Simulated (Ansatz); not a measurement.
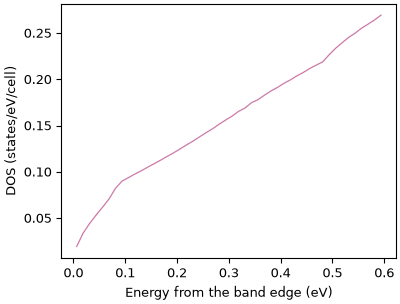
Figure. Density of states of BP (F-43m) above the conduction band minimum, r2SCAN with spin-orbit coupling, rigid bands run with Ansatz (a program for electronic structure); cell volume 23.1 Å³.

**Question.** What effective density of states at 300 K does this give (∫ g(E) exp(−E/k_BT) dE, both spins, divided by the cell's size)?

**Answer.** 4.1e19 cm⁻³, a density-of-states mass of 1.40 mₑ, valleys and band degeneracy included.

Geometry: cell and atoms relaxed with PBEsol.
